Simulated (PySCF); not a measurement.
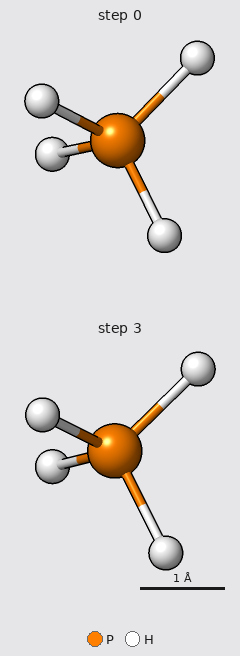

The structure of PH4 (charge +1) before (top) and after (bottom) a relaxation, at one scale.

The picture is a ball-and-stick view, seen at a tilt.

The start comes from GFN2-xTB. Its atoms were then displaced at random by about 0.03 Å.

Method: PBE0-D3(BJ)/def2-SVP geometry optimisation, gas phase (PySCF). 

**Summarise the run.**

Over 3 geometry steps the energy falls by 30.3 kJ/mol. The largest move after the best rigid fit is that of an H atom, 0.084 Å. By element the largest moves are H 0.084 Å, P 0.077 Å. Some distances before and after: H–P 1.286 → 1.409 Å, H–P 1.356 → 1.409 Å, H–P 1.392 → 1.409 Å, H–P 1.421 → 1.409 Å. Among the angles between lasting bonds that change: H–P–H 117.9° → 109.5°, H–P–H 102.8° → 109.5°, H–P–H 107.2° → 109.5°. Cost: 1.2 s on 1 thread of Arm Neoverse V2, on a shared host.
